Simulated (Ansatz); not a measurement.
**HF with CH5N: superposition error and deformation**

How much of this pair's binding is borrowed basis, and how much do the fragments pay to take the shapes they have in the pair?

Computed with Ansatz 0.2.0, Gaussian basis. Level: PBE0-D4 structures, single points in def2-TZVPPD.

Levels: PBE-D4, revPBE-D4, BLYP-D4, r2SCAN-D4, B97M-V, PBE0-D4, B3LYP-D4, HSE06-D4, wB97X-V, wB97M-V, B2PLYP, Hartree-Fock, MP2, CCSD, CCSD(T).

Cores are frozen in the correlated methods. B3LYP uses VWN-RPA correlation. B2PLYP carries no dispersion term here.

129 further runs of the same task are left out: 129 set aside as unsound or not needed. Runs told in other sessions of the task aren't counted.

## Step 1: Where the work starts

The relaxed pair: 9 atoms, charge 0, spin multiplicity 1.

Atoms are counted from 1 here; the program's logs count them from 0.

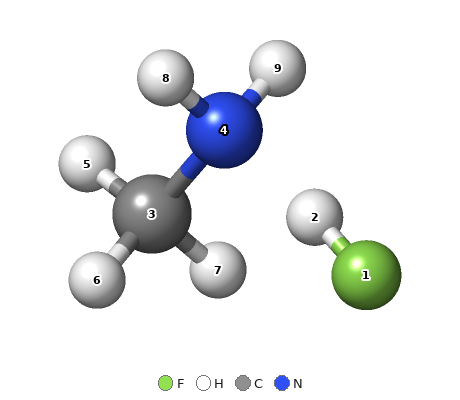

As it starts; fluorine green, hydrogen white, carbon grey, nitrogen blue; atoms are numbered from 1 in the order of the file.

Coordinates:

```
F     0.1019   -0.0509   -2.4828
H    -0.1339    0.1819   -1.5725
C     0.3693   -0.4171    0.7870
N    -0.4476    0.4834   -0.0229
H     0.2296   -0.2922    1.8659
H     1.4209   -0.2530    0.5500
H     0.1322   -1.4477    0.5214
H    -0.2392    1.4514    0.1902
H    -1.4333    0.3443    0.1638
```

Atoms 1 to 2 are fragment A (HF), the rest fragment B (CH5N). From earlier runs, pair energy (eV) and counterpoise interaction (kJ/mol):

```
      method      E(pair)  interaction
      PBE-D4  -5338.67876       -69.64
   revPBE-D4  -5343.29879       -63.83
     BLYP-D4  -5343.38464       -64.51
   r2SCAN-D4  -5341.87874       -70.00
      B97M-V  -5343.22477       -62.57
     PBE0-D4  -5338.96676       -69.82
    B3LYP-D4  -5345.07483       -66.80
    HSE06-D4  -5338.69419       -69.72
     wB97X-V  -5342.84334       -65.67
     wB97M-V  -5342.34977       -63.64
      B2PLYP  -5340.91852       -62.76
Hartree-Fock  -5315.45337       -52.17
         MP2  -5334.12317       -61.01
     CCSD(T)  -5335.41222       -59.77
```

First each fragment is run alone in its own basis, frozen in the shape it has in the pair (a, b).

## Step 2: PBE-D4/def2-TZVPPD

a/in.yaml reads:

```yaml
crystal:
  periodic: [false, false, false]
  atoms:
    - {symbol: F, position_ang: [0.101948, -0.050934, -2.482832]}
    - {symbol: H, position_ang: [-0.133948, 0.181898, -1.572540]}
basis:
  gaussian: {orbitals: "def2-TZVPPD.json"}
hamiltonian: {xc: pbe, dispersion: d4}
```

b/in.yaml reads:

```yaml
crystal:
  periodic: [false, false, false]
  atoms:
    - {symbol: C, position_ang: [0.369276, -0.417052, 0.787010]}
    - {symbol: N, position_ang: [-0.447566, 0.483386, -0.022864]}
    - {symbol: H, position_ang: [0.229627, -0.292204, 1.865850]}
    - {symbol: H, position_ang: [1.420945, -0.253024, 0.549969]}
    - {symbol: H, position_ang: [0.132161, -1.447734, 0.521362]}
    - {symbol: H, position_ang: [-0.239174, 1.451356, 0.190224]}
    - {symbol: H, position_ang: [-1.433271, 0.344308, 0.163821]}
basis:
  gaussian: {orbitals: "def2-TZVPPD.json"}
hamiltonian: {xc: pbe, dispersion: d4}
```

The basis file named in the input lies beside it (Basis Set Exchange, JSON).

The same command starts each run, in its folder.

Command:

```console
$ ansatz run in.yaml --threads 4 --pin off --events-out ev --progress --plain --max-ram 9574MiB
```

Output in a:

```text
Functional definition: PBE
  name "PBE"
  cite "Perdew, Burke & Ernzerhof, Phys. Rev. Lett. 77, 3865 (1996) doi:10.1103/PhysRevLett.77.3865"
  parent pbe
  parameter kappa = 0.804
  parameter beta = 0.06672455060314922
  exchange = pbe_x(kappa = kappa, mu = beta*pi^2/3)
  correlation = pbe_c(beta = beta)
256 factors; their error is unknown
mean field evaluation 1: about -2730.2565 eV, gradient 3.4e1 eV
mean field evaluation 2: about -2723.5295 eV, gradient 7.7e1 eV
mean field evaluation 4: about -2731.8981 eV, gradient 5.3e-1 eV
mean field evaluation 8: about -2731.8967 eV, gradient 1.3e-1 eV
mean field -2731.89668279 eV, -100.3953513466 hartree, gradient 3.8e-5 eV, S^2 0.000000; 0 other end points of the search recorded, 0 dependent functions left out
reference -2731.89672060 eV, -100.3953527359 hartree; 5, 5 occupied and 52, 52 virtual orbitals, 256 factors
Total energy: -2731.89863436 eV, -100.3954230653 hartree
```

Log of b, cut to the lines that bear on the results:

```text
[... 4 set-up lines as earlier in the session ...]
[...]
648 factors; their error is unknown
[...]
mean field -2605.99567066 eV, -95.7685744893 hartree, gradient 4.6e-5 eV, S^2 0.000000; 0 other end points of the search recorded, 0 dependent functions left out
reference -2605.99570677 eV, -95.7685758166 hartree; 9, 9 occupied and 150, 150 virtual orbitals, 648 factors
Total energy: -2606.05246904 eV, -95.7706617913 hartree
```

Wall times: 0.15 s (a), 0.5 s (b) on 4 threads of Arm Neoverse V2, shared host.

## Step 3: r2SCAN-D4/def2-TZVPPD

The same edit goes into each in.yaml of step 2 (a, b):

```diff
-hamiltonian: {xc: pbe, dispersion: d4}
+hamiltonian: {xc: r2scan, dispersion: d4}
```

Each run has its own folder and the same command.

Command:

```console
$ ansatz run in.yaml --threads 4 --pin off --events-out ev --progress --plain --max-ram 9574MiB
```

a printed, cut to the lines that bear on the results:

```text
Functional definition: r2SCAN
  name "r2SCAN"
  cite "Furness, Kaplan, Ning, Perdew & Sun, J. Phys. Chem. Lett. 11, 8208 (2020) doi:10.1021/acs.jpclett.0c02405"
  cite "Furness, Kaplan, Ning, Perdew & Sun, J. Phys. Chem. Lett. 11, 9248 (2020) doi:10.1021/acs.jpclett.0c03077"
  parent r2scan
[...]
256 factors; their error is unknown
[...]
mean field -2733.29078215 eV, -100.4465835531 hartree, gradient 9.8e-6 eV, S^2 0.000000; 0 other end points of the search recorded, 0 dependent functions left out
reference -2733.29079530 eV, -100.4465840361 hartree; 5, 5 occupied and 52, 52 virtual orbitals, 256 factors
Total energy: -2733.29125767 eV, -100.4466010281 hartree
```

Output in b, cut to the lines that bear on the results:

```text
[... 5 set-up lines as earlier in the session ...]
[...]
648 factors; their error is unknown
[...]
mean field -2607.84267047 eV, -95.8364504806 hartree, gradient 6.5e-5 eV, S^2 0.000000; 0 other end points of the search recorded, 0 dependent functions left out
reference -2607.84268056 eV, -95.8364508514 hartree; 9, 9 occupied and 150, 150 virtual orbitals, 648 factors
Total energy: -2607.85619334 eV, -95.8369474369 hartree
```

Wall times: 0.35 s (a), 1.1 s (b) on 4 threads of Arm Neoverse V2, shared host.

## Step 4: PBE0-D4/def2-TZVPPD

Each input of step 3 (a, b) changes in the same lines:

```diff
-hamiltonian: {xc: r2scan, dispersion: d4}
+hamiltonian: {xc: pbe0, dispersion: d4}
+output: {orbitals: {seedname: orbitals}}
```

Each run has its own folder and the same command.

Command:

```console
$ ansatz run in.yaml --threads 4 --pin off --events-out ev --progress --plain --max-ram 9574MiB
```

Log of a, cut to the lines that bear on the results:

```text
Functional definition: PBE0
  name "PBE0"
  cite "Adamo & Barone, J. Chem. Phys. 110, 6158 (1999) doi:10.1063/1.478522"
[... 2 set-up lines as earlier in the session ...]
[...]
256 factors; their error is unknown
[...]
mean field -2731.85350173 eV, -100.3937644717 hartree, gradient 2.4e-5 eV, S^2 0.000000; 0 other end points of the search recorded, 0 dependent functions left out
reference -2731.85353001 eV, -100.3937655109 hartree; 5, 5 occupied and 52, 52 virtual orbitals, 256 factors
Total energy: -2731.85505923 eV, -100.3938217088 hartree
```

Log of b, cut to the lines that bear on the results:

```text
[... 5 set-up lines as earlier in the session ...]
[...]
648 factors; their error is unknown
[...]
mean field -2606.33701904 eV, -95.7811188110 hartree, gradient 8.0e-5 eV, S^2 0.000000; 0 other end points of the search recorded, 0 dependent functions left out
reference -2606.33704521 eV, -95.7811197727 hartree; 9, 9 occupied and 150, 150 virtual orbitals, 648 factors
Total energy: -2606.38302312 eV, -95.7828094297 hartree
```

Times: 0.15 s (a), 0.55 s (b) on 4 threads of Arm Neoverse V2, shared host.

## Step 5: B3LYP-D4/def2-TZVPPD

Each input of step 4 (a, b) changes in the same lines:

```diff
-hamiltonian: {xc: pbe0, dispersion: d4}
-output: {orbitals: {seedname: orbitals}}
+hamiltonian: {xc: {name: B3LYP}, dispersion: d4}
```

Each run has its own folder and the same command.

Command:

```console
$ ansatz run in.yaml --threads 4 --pin off --events-out ev --progress --plain --max-ram 9574MiB
```

Output in a, cut to the lines that bear on the results:

```text
Functional definition: B3LYP
  name "B3LYP"
  cite "Stephens, Devlin, Chabalowski & Frisch, J. Phys. Chem. 98, 11623 (1994) doi:10.1021/j100096a001"
  cite "Becke, Phys. Rev. A 38, 3098 (1988) doi:10.1103/PhysRevA.38.3098"
  cite "Lee, Yang & Parr, Phys. Rev. B 37, 785 (1988) doi:10.1103/PhysRevB.37.785"
  cite "Vosko, Wilk & Nusair, Can. J. Phys. 58, 1200 (1980) doi:10.1139/p80-159"
[...]
256 factors; their error is unknown
[...]
mean field -2734.55821848 eV, -100.4931609791 hartree, gradient 6.9e-5 eV, S^2 0.000000; 0 other end points of the search recorded, 0 dependent functions left out
reference -2734.55839492 eV, -100.4931674632 hartree; 5, 5 occupied and 52, 52 virtual orbitals, 256 factors
Total energy: -2734.56141603 eV, -100.4932784869 hartree
```

Output in b, cut to the lines that bear on the results:

```text
[... 6 set-up lines as earlier in the session ...]
[...]
648 factors; their error is unknown
[...]
mean field -2609.72486236 eV, -95.9056197565 hartree, gradient 3.1e-5 eV, S^2 0.000000; 0 other end points of the search recorded, 0 dependent functions left out
reference -2609.72508048 eV, -95.9056277724 hartree; 9, 9 occupied and 150, 150 virtual orbitals, 648 factors
Total energy: -2609.81572153 eV, -95.9089587697 hartree
```

Wall times: 0.15 s (a), 0.65 s (b) on 4 threads of Arm Neoverse V2, shared host.

## Step 6: wB97X-V/def2-TZVPPD

Each input of step 5 (a, b) changes in the same lines:

```diff
-hamiltonian: {xc: {name: B3LYP}, dispersion: d4}
+hamiltonian: {xc: {name: wB97X-V}}
```

The same command starts each run, in its folder.

Command:

```console
$ ansatz run in.yaml --threads 4 --pin off --events-out ev --progress --plain --max-ram 9574MiB
```

Log of a, cut to the lines that bear on the results:

```text
Functional definition: wB97X-V
  name "wB97X-V"
  cite "Mardirossian & Head-Gordon, Phys. Chem. Chem. Phys. 16, 9904 (2014) doi:10.1039/C3CP54374A"
  cite "Becke, J. Chem. Phys. 107, 8554 (1997) doi:10.1063/1.475007"
  cite "Vydrov & Van Voorhis, J. Chem. Phys. 133, 244103 (2010) doi:10.1063/1.3521275"
[...]
      + integral(e_c_pw_opposite_spin*poly(b97_u_opposite, cos0, cos1)) + vv10(b, c)
256 factors; their error is unknown
78 factors; integrals over basis functions are off by at most 2.6e-5 eV
[...]
mean field -2733.50322428 eV, -100.4543906573 hartree, gradient 7.6e-6 eV, S^2 0.000000; 0 other end points of the search recorded, 0 dependent functions left out
reference -2733.50322245 eV, -100.4543905899 hartree; 5, 5 occupied and 52, 52 virtual orbitals, 256 factors
Total energy: -2733.50322245 eV, -100.4543905899 hartree
```

b printed, cut to the lines that bear on the results:

```text
[... 5 set-up lines as earlier in the session ...]
[...]
      + integral(e_c_pw_opposite_spin*poly(b97_u_opposite, cos0, cos1)) + vv10(b, c)
648 factors; their error is unknown
216 factors; integrals over basis functions are off by at most 1.4e-5 eV
[...]
mean field -2608.65472068 eV, -95.8662927752 hartree, gradient 2.1e-5 eV, S^2 0.000000; 0 other end points of the search recorded, 0 dependent functions left out
reference -2608.65471903 eV, -95.8662927147 hartree; 9, 9 occupied and 150, 150 virtual orbitals, 648 factors
Total energy: -2608.65471903 eV, -95.8662927147 hartree
```

They took 0.3 s (a), 1.6 s (b) on 4 threads of Arm Neoverse V2, shared host.

## Step 7: wB97M-V/def2-TZVPPD

Each input of step 6 (a, b) changes in the same lines:

```diff
-hamiltonian: {xc: {name: wB97X-V}}
+hamiltonian: {xc: {name: wB97M-V}}
```

The same command starts each run, in its folder.

Command:

```console
$ ansatz run in.yaml --threads 4 --pin off --events-out ev --progress --plain --max-ram 9574MiB
```

Log of a, cut to the lines that bear on the results:

```text
Functional definition: wB97M-V
  name "wB97M-V"
  cite "Mardirossian & Head-Gordon, J. Chem. Phys. 144, 214110 (2016) doi:10.1063/1.4952647"
[... 2 set-up lines as earlier in the session ...]
  # Of w^i u^j: cxij and so on, Table III.
[...]
  gx(w, u) = 1 - cx + cx01*u + cx10*w
[...]
      + integral(e_c_pw_mod_opposite_spin*gos(b97_w_opposite, b97_u_opposite)) + vv10(b, c)
256 factors; their error is unknown
78 factors; integrals over basis functions are off by at most 2.6e-5 eV
[...]
mean field -2733.69099837 eV, -100.4612912279 hartree, gradient 8.7e-5 eV, S^2 0.000000; 0 other end points of the search recorded, 0 dependent functions left out
reference -2733.69104327 eV, -100.4612928779 hartree; 5, 5 occupied and 52, 52 virtual orbitals, 256 factors
Total energy: -2733.69104327 eV, -100.4612928779 hartree
```

Log of b, cut to the lines that bear on the results:

```text
[... 5 set-up lines as earlier in the session ...]
  # Of w^i u^j: cxij and so on, Table III.
[...]
  gx(w, u) = 1 - cx + cx01*u + cx10*w
[...]
      + integral(e_c_pw_mod_opposite_spin*gos(b97_w_opposite, b97_u_opposite)) + vv10(b, c)
648 factors; their error is unknown
216 factors; integrals over basis functions are off by at most 1.4e-5 eV
[...]
mean field -2607.99336805 eV, -95.8419885143 hartree, gradient 1.9e-5 eV, S^2 0.000000; 0 other end points of the search recorded, 0 dependent functions left out
reference -2607.99340995 eV, -95.8419900543 hartree; 9, 9 occupied and 150, 150 virtual orbitals, 648 factors
Total energy: -2607.99340995 eV, -95.8419900543 hartree
```

Times: 0.3 s (a), 1.8 s (b) on 4 threads of Arm Neoverse V2, shared host.

## Step 8: B2PLYP/def2-TZVPPD

The same edit goes into each in.yaml of step 7 (a, b):

```diff
-hamiltonian: {xc: {name: wB97M-V}}
+hamiltonian: {xc: {name: B2PLYP}}
```

Each run has its own folder and the same command.

Command:

```console
$ ansatz run in.yaml --threads 4 --pin off --events-out ev --progress --plain --max-ram 9574MiB
```

Log of a, cut to the lines that bear on the results:

```text
Functional definition: B2PLYP
  name "B2PLYP"
  cite "Grimme, J. Chem. Phys. 124, 034108 (2006) doi:10.1063/1.2148954"
[... 2 set-up lines as earlier in the session ...]
[...]
352 factors; integrals over basis functions are off by at most 1.3e-3 eV
[...]
mean field -2730.68208185 eV, -100.3507155850 hartree, gradient 4.2e-6 eV, S^2 0.000000; 0 other end points of the search recorded, 0 dependent functions left out
1 core orbitals not correlated: weight in the atoms' cores, before any rotation towards them, 1.000 or more for the frozen orbitals, at most 0.000 for the correlated occupied ones
reference -2730.68218886 eV, -100.3507195178 hartree; 4, 4 occupied and 52, 52 virtual orbitals, 352 factors
second order -8.81993961 eV of doubles, -0.00000000 eV of singles
Total energy: -2733.06357256 eV, -100.4382337545 hartree
```

Output in b, cut to the lines that bear on the results:

```text
[... 5 set-up lines as earlier in the session ...]
[...]
903 factors; integrals over basis functions are off by at most 9.9e-4 eV
[...]
mean field -2603.61214545 eV, -95.6809815535 hartree, gradient 7.6e-6 eV, S^2 0.000000; 0 other end points of the search recorded, 0 dependent functions left out
2 core orbitals not correlated: weight in the atoms' cores, before any rotation towards them, 1.000 or more for the frozen orbitals, at most 0.000 for the correlated occupied ones
reference -2603.61227933 eV, -95.6809864736 hartree; 7, 7 occupied and 150, 150 virtual orbitals, 903 factors
second order -13.24605964 eV of doubles, -0.00000000 eV of singles
Total energy: -2607.18871543 eV, -95.8124180762 hartree
```

Times: 0.2 s (a), 1 s (b) on 4 threads of Arm Neoverse V2, shared host.

## Step 9: BLYP-D4/def2-TZVPPD

The same edit goes into each in.yaml of step 8 (a, b):

```diff
-hamiltonian: {xc: {name: B2PLYP}}
+hamiltonian: {xc: {name: BLYP}, dispersion: d4}
```

Each run has its own folder and the same command.

Command:

```console
$ ansatz run in.yaml --threads 4 --pin off --events-out ev --progress --plain --max-ram 9574MiB
```

Log of a, cut to the lines that bear on the results:

```text
Functional definition: BLYP
  name "BLYP"
[... 2 set-up lines as earlier in the session ...]
[...]
256 factors; their error is unknown
[...]
mean field -2734.30304304 eV, -100.4837834545 hartree, gradient 5.2e-5 eV, S^2 0.000000; 0 other end points of the search recorded, 0 dependent functions left out
reference -2734.30328083 eV, -100.4837921933 hartree; 5, 5 occupied and 52, 52 virtual orbitals, 256 factors
Total energy: -2734.30791080 eV, -100.4839623416 hartree
```

b printed, cut to the lines that bear on the results:

```text
[... 4 set-up lines as earlier in the session ...]
[...]
648 factors; their error is unknown
[...]
mean field -2608.26708989 eV, -95.8520476065 hartree, gradient 6.5e-5 eV, S^2 0.000000; 0 other end points of the search recorded, 0 dependent functions left out
reference -2608.26738751 eV, -95.8520585438 hartree; 9, 9 occupied and 150, 150 virtual orbitals, 648 factors
Total energy: -2608.40185477 eV, -95.8570001245 hartree
```

Times: 0.15 s (a), 0.6 s (b) on 4 threads of Arm Neoverse V2, shared host.

## Step 10: revPBE-D4/def2-TZVPPD

Each input of step 9 (a, b) changes in the same lines:

```diff
-hamiltonian: {xc: {name: BLYP}, dispersion: d4}
+hamiltonian: {xc: {name: revPBE}, dispersion: d4}
```

Each run has its own folder and the same command.

Command:

```console
$ ansatz run in.yaml --threads 4 --pin off --events-out ev --progress --plain --max-ram 9574MiB
```

Log of a, cut to the lines that bear on the results:

```text
Functional definition: revPBE
  name "revPBE"
  cite "Zhang & Yang, Phys. Rev. Lett. 80, 890 (1998) doi:10.1103/PhysRevLett.80.890"
[... 1 set-up line as earlier in the session ...]
[...]
256 factors; their error is unknown
[...]
mean field -2733.64500201 eV, -100.4596008927 hartree, gradient 4.1e-5 eV, S^2 0.000000; 0 other end points of the search recorded, 0 dependent functions left out
reference -2733.64504895 eV, -100.4596026176 hartree; 5, 5 occupied and 52, 52 virtual orbitals, 256 factors
Total energy: -2733.65456810 eV, -100.4599524402 hartree
```

Log of b, cut to the lines that bear on the results:

```text
[... 4 set-up lines as earlier in the session ...]
[...]
648 factors; their error is unknown
[...]
mean field -2608.73458220 eV, -95.8692276320 hartree, gradient 5.5e-5 eV, S^2 0.000000; 0 other end points of the search recorded, 0 dependent functions left out
reference -2608.73462756 eV, -95.8692292989 hartree; 9, 9 occupied and 150, 150 virtual orbitals, 648 factors
Total energy: -2608.97668098 eV, -95.8781245981 hartree
```

They took 0.15 s (a), 0.55 s (b) on 4 threads of Arm Neoverse V2, shared host.

## Step 11: B97M-V/def2-TZVPPD

The same edit goes into each in.yaml of step 10 (a, b):

```diff
-hamiltonian: {xc: {name: revPBE}, dispersion: d4}
+hamiltonian: {xc: {name: B97M-V}}
```

Each run has its own folder and the same command.

Command:

```console
$ ansatz run in.yaml --threads 4 --pin off --events-out ev --progress --plain --max-ram 9574MiB
```

Log of a, cut to the lines that bear on the results:

```text
Functional definition: B97M-V
  name "B97M-V"
  cite "Mardirossian & Head-Gordon, J. Chem. Phys. 142, 074111 (2015) doi:10.1063/1.4907719"
[... 2 set-up lines as earlier in the session ...]
  # Of w^i u^j: cxij and so on, Table III.
[...]
  gx(w, u) = cx00 + cx01*u + cx02*u^2 + (cx10 + cx11*u)*w
[...]
  gos(w, u) = cos00 + cos01*u + cos03*u^3 + cos10*w + cos32*w^3*u^2
[...]
      + integral(e_c_pw_mod_opposite_spin*gos(b97_w_opposite, b97_u_opposite)) + vv10(b, c)
256 factors; their error is unknown
[...]
mean field -2733.38748747 eV, -100.4501374079 hartree, gradient 4.0e-5 eV, S^2 0.000000; 0 other end points of the search recorded, 0 dependent functions left out
reference -2733.38754233 eV, -100.4501394242 hartree; 5, 5 occupied and 52, 52 virtual orbitals, 256 factors
Total energy: -2733.38754233 eV, -100.4501394242 hartree
```

Log of b, cut to the lines that bear on the results:

```text
[... 5 set-up lines as earlier in the session ...]
  # Of w^i u^j: cxij and so on, Table III.
[...]
  gx(w, u) = cx00 + cx01*u + cx02*u^2 + (cx10 + cx11*u)*w
[...]
  gos(w, u) = cos00 + cos01*u + cos03*u^3 + cos10*w + cos32*w^3*u^2
[...]
      + integral(e_c_pw_mod_opposite_spin*gos(b97_w_opposite, b97_u_opposite)) + vv10(b, c)
648 factors; their error is unknown
[...]
mean field -2609.18371544 eV, -95.8857329742 hartree, gradient 5.0e-5 eV, S^2 0.000000; 0 other end points of the search recorded, 0 dependent functions left out
reference -2609.18376477 eV, -95.8857347872 hartree; 9, 9 occupied and 150, 150 virtual orbitals, 648 factors
Total energy: -2609.18376477 eV, -95.8857347872 hartree
```

Times: 0.25 s (a), 1.9 s (b) on 4 threads of Arm Neoverse V2, shared host.

## Step 12: HSE06-D4/def2-TZVPPD

The same edit goes into each in.yaml of step 11 (a, b):

```diff
-hamiltonian: {xc: {name: B97M-V}}
+hamiltonian: {xc: hse06, dispersion: d4}
```

The same command starts each run, in its folder.

Command:

```console
$ ansatz run in.yaml --threads 4 --pin off --events-out ev --progress --plain --max-ram 9574MiB
```

Log of a, cut to the lines that bear on the results:

```text
Functional definition: HSE06
  name "HSE06"
  cite "Heyd, Scuseria & Ernzerhof, J. Chem. Phys. 118, 8207 (2003) doi:10.1063/1.1564060"
  cite "Krukau, Vydrov, Izmaylov & Scuseria, J. Chem. Phys. 125, 224106 (2006) doi:10.1063/1.2404663"
  cite "Heyd & Scuseria, J. Chem. Phys. 120, 7274 (2004) doi:10.1063/1.1668634"
  cite "Ernzerhof & Perdew, J. Chem. Phys. 109, 3313 (1998) doi:10.1063/1.476928"
[...]
256 factors; their error is unknown
24 factors; integrals over basis functions are off by at most 6.0e-5 eV
[...]
mean field -2731.74243272 eV, -100.3896827611 hartree, gradient 4.1e-5 eV, S^2 0.000000; 0 other end points of the search recorded, 0 dependent functions left out
reference -2731.74247030 eV, -100.3896841420 hartree; 5, 5 occupied and 52, 52 virtual orbitals, 256 factors
Total energy: -2731.74384196 eV, -100.3897345496 hartree
```

Log of b, cut to the lines that bear on the results:

```text
[... 6 set-up lines as earlier in the session ...]
[...]
648 factors; their error is unknown
79 factors; integrals over basis functions are off by at most 1.9e-6 eV
[...]
mean field -2606.18111034 eV, -95.7753892721 hartree, gradient 2.6e-5 eV, S^2 0.000000; 0 other end points of the search recorded, 0 dependent functions left out
reference -2606.18114502 eV, -95.7753905464 hartree; 9, 9 occupied and 150, 150 virtual orbitals, 648 factors
Total energy: -2606.22281566 eV, -95.7769219142 hartree
```

Times: 0.15 s (a), 0.65 s (b) on 4 threads of Arm Neoverse V2, shared host.

[end of part 1 of 3]
